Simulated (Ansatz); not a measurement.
Consider Ga4AsN3.

The calculation's input:

```
crystal:
  lattice:
    - [3.3926070622, 0.0, 0.0]
    - [-1.6963035311, 2.9380839009, 0.0]
    - [0.0, 0.0, 11.469676477]
  atoms:
    - { symbol: "N", position: [0.6666666667, 0.3333333333, -0.0250934123] }
    - { symbol: "N", position: [0.6666666667, 0.3333333333, 0.5256129363] }
    - { symbol: "N", position: [0.3333333333, 0.6666666667, 0.7499762037] }
    - { symbol: As, position: [0.3333333333, 0.6666666667, 0.2432496429] }
    - { symbol: Ga, position: [0.6666666667, 0.3333333333, 0.8008236619] }
    - { symbol: Ga, position: [0.6666666667, 0.3333333333, 0.3548190631] }
    - { symbol: Ga, position: [0.3333333333, 0.6666666667, 0.5771773083] }
    - { symbol: Ga, position: [0.3333333333, 0.6666666667, 0.0234345962] }
kpoints:
  mp_grid: { grid: [12, 12, 2] }
hamiltonian:
  xc: r2scan
scf:
  occupations: { method: fermi_dirac, width: 0.02 }
relax:
  f_tol: 0.005
  cell: {}
output:
  write_density: true
  write_potential: true
  elf: true
  volumetric_format: npy
```

Run with:

```sh
ansatz run input.yaml --threads 4 --pin off --max-ram 6451MiB --backend cpu --events-out ev --progress --plain --runs-dir out
```

Below, planes, directions and counts refer to the conventional cell (a = 3.36 Å, b = 3.36 Å, c = 11.25 Å, α = 90.00°, β = 90.00°, γ = 120.00°).

The fields are those of the run's last geometry, not of the input's.

Space group P3m1; started from the ordered alloy on wurtzite lattice prototype, which need not be the ambient phase.

All numbers below come from DFT, r2SCAN, plane waves, PAW in Ansatz 0.2.0.

What can the converged valence pseudo-density and electron localisation function tell about the bonding?

Ga–N (1.96 Å): ρ at the midpoint is about 0.74 e/Å³; the ELF peaks at about 0.85 in the valence shell of N, 0.6 Å from its nucleus, and is about 0.50 at the midpoint.
Ga–As (2.46 Å): ρ is about 0.5 e/Å³ halfway, with its minimum of 0.41 e/Å³ about 1.1 Å from Ga; the ELF peaks at about 0.80 between the atoms; a covalent bond.

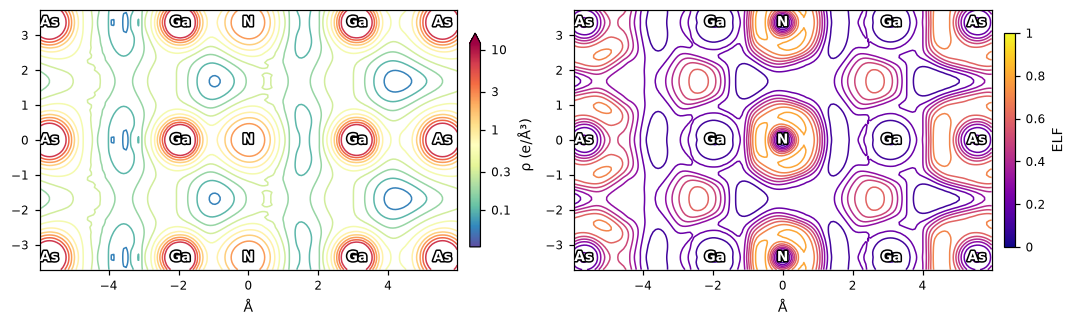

Computed valence pseudo-density and electron localisation function on the (11̄0) plane of the conventional cell, in this order. 
